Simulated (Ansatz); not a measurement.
C3H5F: several calculations on one system

### Relaxation

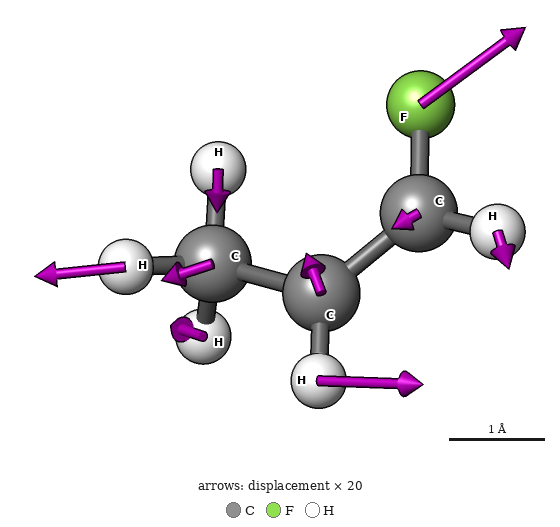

A relaxation of C₃H₅F. The starting structure is drawn; purple arrows show the displacements, 20 times their true length. The two geometries are superimposed by the best rigid fit.

Style: ball-and-stick. Shown at a tilt.

The run prepares an end point of a later path (torsion) calculation, from a guessed geometry.

Computed with RKS B3LYP-D4/def2-SVP in Ansatz 0.2.0. Settings: no spin polarisation; force threshold 0.015 eV/Å; at most 40 steps.

### Describe the change and its energy.

The atom that moves furthest after the best rigid fit is the F atom (0.070 Å). By element the largest moves are F 0.070 Å, H 0.066 Å, C 0.031 Å. Some distances before and after: C–F 1.299 → 1.344 Å, C–H 1.051 → 1.095 Å, C–H 1.081 → 1.104 Å, C–C 1.353 → 1.332 Å. Among the angles between lasting bonds that change: C–C–H 121.0° → 116.1°, F–C–H 115.4° → 112.4°, C–C–H 113.9° → 111.3°. After 5 geometry steps the energy has fallen by 3.35 kcal/mol. Largest force component: 2.9 eV/Å at the start, 0.013 eV/Å at the end.

### Relaxation

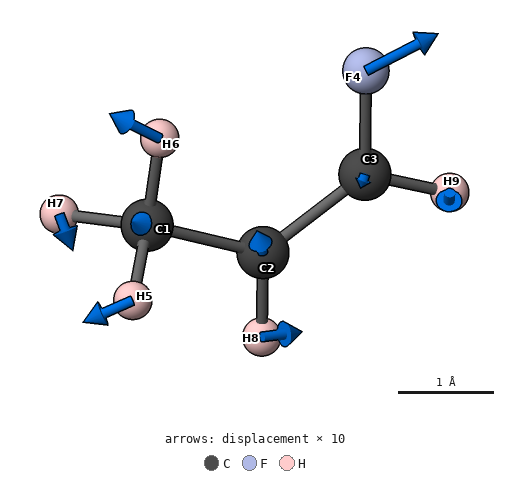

This is a relaxation of C3H5F. The starting structure is drawn; blue arrows show the displacements, 10 times their true length. The two geometries are superimposed by the best rigid fit.

A ball-and-stick model, seen from a free direction.

The run prepares an end point of a later path (torsion) calculation, from a guessed geometry.

Level of theory: RKS B3LYP-D4/def2-SVP in Ansatz 0.2.0. (no spin polarisation; force threshold 0.015 eV/Å; at most 40 steps)

Question: What did the optimiser do to the structure, and how much energy did it gain?

Answer: After 6 accepted moves (7 points after the start) the energy has fallen by 0.151 eV. The largest force component goes from 2 to 0.0032 eV/Å. The line search rejected the trial step at point 5 of the run. The largest move after the best rigid fit is that of F4, 0.088 Å. By element the largest moves are F 0.088 Å, H 0.070 Å, C 0.034 Å. Among the contacts that change: C3–F4 1.299 → 1.344 Å, C2–H8 1.051 → 1.094 Å, C2–C3 1.353 → 1.332 Å, C3–H9 1.073 → 1.094 Å. Among the angles between lasting bonds that change: C3–C2–H8 121.0° → 116.1°, F4–C3–H9 115.4° → 112.4°, H5–C1–H7 109.5° → 106.7°.

### Path

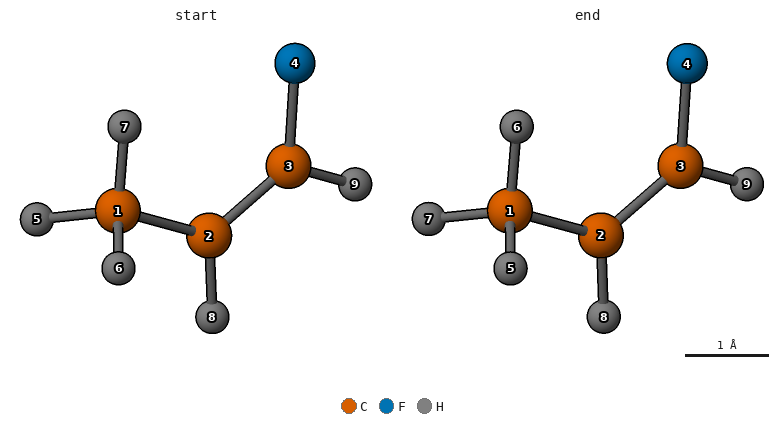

The two relaxed end points of a path for C3H5F. Style: ball-and-stick. Shown at a tilt.

Theory: RKS B3LYP-D4/def2-SVP (Ansatz 0.2.0).

Input
```yaml
crystal:
  periodic: [false, false, false]
  atoms:
    - { symbol: C, position_ang: [-0.397376, 0.602141, -0.89544] }
    - { symbol: C, position_ang: [-0.395287, -0.315456, 0.288854] }
    - { symbol: C, position_ang: [0.668935, -0.604117, 1.035358] }
    - { symbol: F, position_ang: [1.884235, -0.084649, 0.792826] }
    - { symbol: H, position_ang: [-0.720046, 0.072338, -1.808362] }
    - { symbol: H, position_ang: [-1.102993, 1.438017, -0.749052] }
    - { symbol: H, position_ang: [0.601925, 1.022103, -1.076182] }
    - { symbol: H, position_ang: [-1.333077, -0.79815, 0.581269] }
    - { symbol: H, position_ang: [0.667483, -1.274627, 1.899628] }
basis:
  gaussian: { orbitals: def2-SVP }
hamiltonian:
  xc: b3lyp
  dispersion: d4
neb:
  order_check: false
  images: 7
  f_tol: 0.05
  max_iterations: 60
  initial_path: idpp
  final_atoms:
    - { symbol: C, position_ang: [-0.37765708, 0.57490361, -0.9206493] }
    - { symbol: C, position_ang: [-0.2658901, -0.49620107, 0.12123931] }
    - { symbol: C, position_ang: [0.57927392, -0.48019826, 1.15025654] }
    - { symbol: F, position_ang: [1.44130817, 0.52863186, 1.36243218] }
    - { symbol: H, position_ang: [-1.39590855, 0.99973332, -0.94585423] }
    - { symbol: H, position_ang: [0.33183413, 1.39227555, -0.73031167] }
    - { symbol: H, position_ang: [-0.17771668, 0.17130557, -1.92819281] }
    - { symbol: H, position_ang: [-0.92118935, -1.36994612, 0.05002607] }
    - { symbol: H, position_ang: [0.65974453, -1.26290444, 1.90995291] }
```

Command:
```bash
ansatz run input.yaml --threads 1 --pin off --max-ram 2048MiB --backend cpu --events-out ev --progress --plain --runs-dir out
```

Q: Predict the minimum-energy path and its barrier.

A: The two ends have the same energy, and the highest point, image 4, lies 1.24 kcal/mol above the start. The motion is a rotation about the C1–C2 bond by about 120°. No bond forms or breaks between the ends. The band is converged. At the top, the vibrational analysis gives one imaginary mode (148i cm⁻¹), as a transition state must have.

Energies of the converged images:

```json
{"image": "0", "path (Å)": "0.00", "E (kcal/mol)": "0.00"}
{"image": "1", "path (Å)": "0.38", "E (kcal/mol)": "0.18"}
{"image": "2", "path (Å)": "0.76", "E (kcal/mol)": "0.62"}
{"image": "3", "path (Å)": "1.14", "E (kcal/mol)": "1.06"}
{"image": "4", "path (Å)": "1.52", "E (kcal/mol)": "1.24"}
{"image": "5", "path (Å)": "1.90", "E (kcal/mol)": "1.06"}
{"image": "6", "path (Å)": "2.28", "E (kcal/mol)": "0.63"}
{"image": "7", "path (Å)": "2.66", "E (kcal/mol)": "0.19"}
{"image": "8", "path (Å)": "3.04", "E (kcal/mol)": "0.00"}
```

The geometry at the top of the path:

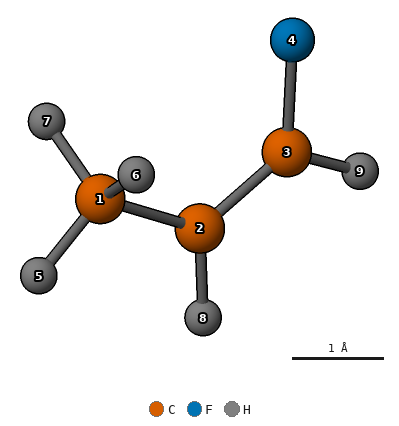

Cost: 100 s on 1 thread of Arm Neoverse V1 (shared host), peak memory 0.25 GiB.
